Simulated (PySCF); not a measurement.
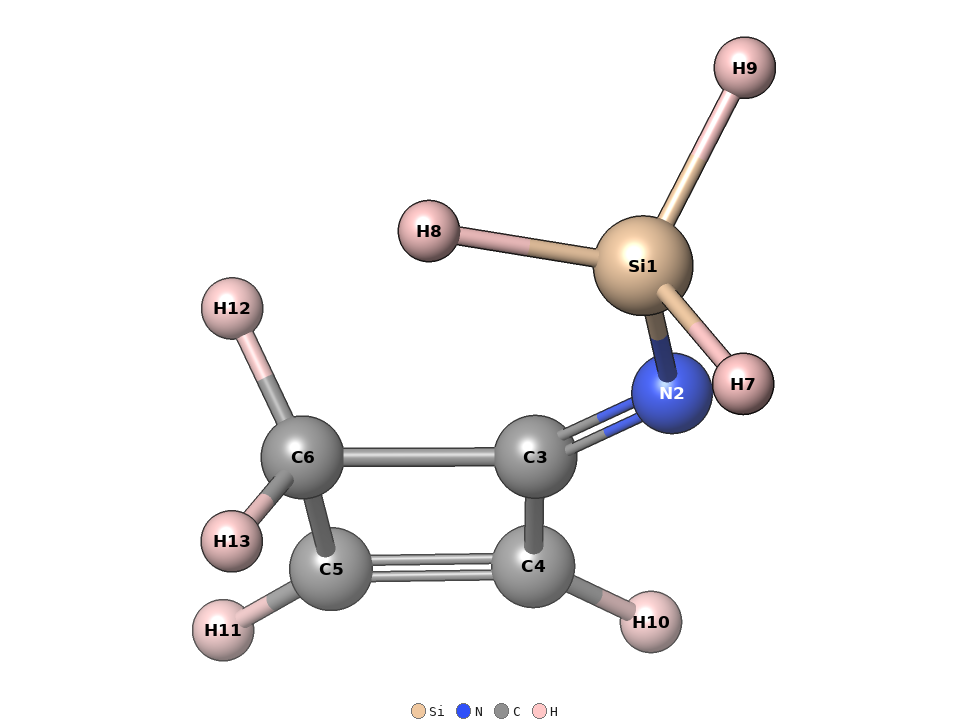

Depth is shown by fading: the farther an atom, the more it takes the colour of the background. The geometry was computed by an optimisation with PBE0-D3(BJ)/def2-SVP. No frequency run is at hand to confirm it as a minimum.

> How is the 4-membered ring C3–C4–C5–C6 puckered?

It is planar. The Cremer–Pople amplitude Q is 0.00 Å.

> Give the torsion angles round the ring, beginning with the bond from its second to its third atom.

0°, 0°, 0°, 0°.
